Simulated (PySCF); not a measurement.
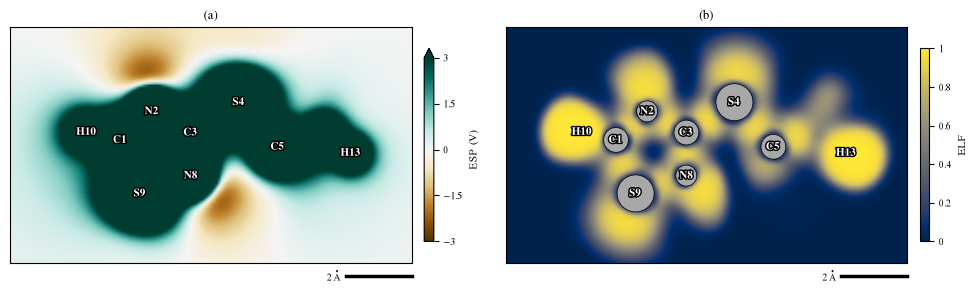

*C₅H₆N₂S₂ (SMILES c1nc(SC2CC2)ns1). (a) molecular electrostatic potential; (b) ELF on the plane of atoms C1, N2 and C3. Grey discs cover the atomic cores in the ELF map.*

Geometry: GFN2-xTB.

Theory: PBE0/pcSseg-1, SCF density, gas phase, non-relativistic (PySCF).

```xyz
15

C     3.4494   -0.6517   -0.4249
N     2.7187   -0.4396    0.6119
C     1.4162   -0.4194    0.2378
S     0.1947   -0.1640    1.4347
C    -1.2571   -0.2386    0.3716
C    -2.4950    0.4620    0.8313
C    -1.7125    1.0062   -0.3225
N     1.1292   -0.6070   -1.0266
S     2.5116   -0.8272   -1.8697
H     4.5178   -0.7150   -0.4091
H    -1.3316   -1.1891   -0.1356
H    -2.4507    0.9937    1.7692
H    -3.4443   -0.0158    0.6434
H    -1.1418    1.9087   -0.1671
H    -2.1090    0.9047   -1.3209
```

> Interpret the plot.

- Atoms in the plane: C, N, S and H.
- C–N (1.29 Å): the ELF peaks at about 0.90 between the atoms; a covalent bond.
- S–N (1.63 Å): the ELF peaks at about 0.85 between the atoms: a covalent bond.
- C–S (1.73 Å): the ELF peaks at about 0.95 between the atoms: a covalent bond.
- C–H (1.07 Å): the ELF climbs to about 1 towards the hydrogen, as it does in any bond to H; a covalent bond by its length.
- C–N (1.36 Å): the ELF peaks at about 0.90 between the atoms; a covalent bond.
- The ELF also peaks beside S9, N8, N2 and S4, away from the bonds: lone-pair regions.
- Outside the dense part of the molecule the potential is most negative (−2.2 V) near N2.
